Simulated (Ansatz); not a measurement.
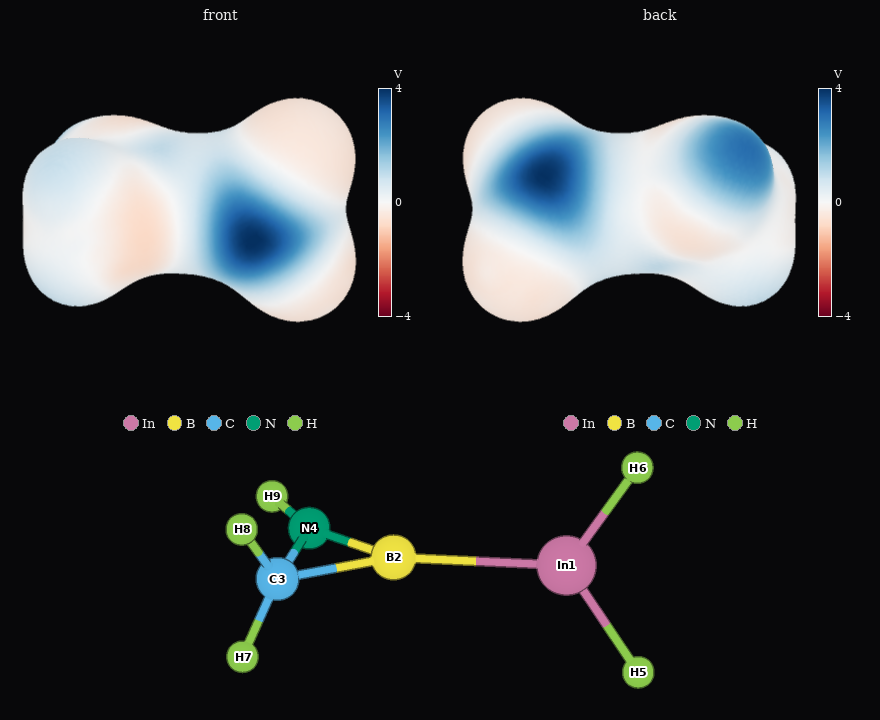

Figure. CH₅BInN (SMILES [InH2][B]1CN1). The electrostatic potential painted on the density surface at 0.004 e/bohr³, seen from the front and from behind; the colour scale runs from red (negative) to blue (positive). The bare structure is drawn below in the same view.

Geometry: PBE0-D4/def2-TZVP; core potentials replace the inner electrons of In.

Level of theory: RKS PBE0-D4/def2-TZVPP (Ansatz).

The calculation's input:

```
crystal:
  periodic: [false, false, false]
  atoms:
    - {symbol: In, position_ang: [-0.987263, 1.616834, -1.024402]}
    - {symbol: B, position_ang: [-0.053286, -0.049431, 0.096705]}
    - {symbol: C, position_ang: [1.114772, -1.092277, 0.349677]}
    - {symbol: N, position_ang: [-0.108296, -0.933172, 1.111969]}
    - {symbol: H, position_ang: [-2.016527, 1.340252, -2.386480]}
    - {symbol: H, position_ang: [-0.679783, 3.272499, -0.630355]}
    - {symbol: H, position_ang: [1.205515, -1.989646, -0.261014]}
    - {symbol: H, position_ang: [2.042785, -0.787603, 0.831758]}
    - {symbol: H, position_ang: [-0.517897, -1.377456, 1.912142]}
basis:
  gaussian: {orbitals: def2-TZVPP}
hamiltonian: {xc: pbe0, dispersion: d4}
output: {orbitals: {seedname: orbitals}}
```

Command:

```sh
ansatz run in.yaml --threads 2 --pin off --events-out ev --progress --plain --max-ram 4352MiB
```

**Where is the surface potential most negative and most positive?**

The most negative region (about −0.7 V, or −16 kcal/mol for a unit charge) lies over C3, the most positive (about +3.9 V, or +90 kcal/mol for a unit charge) over In1.
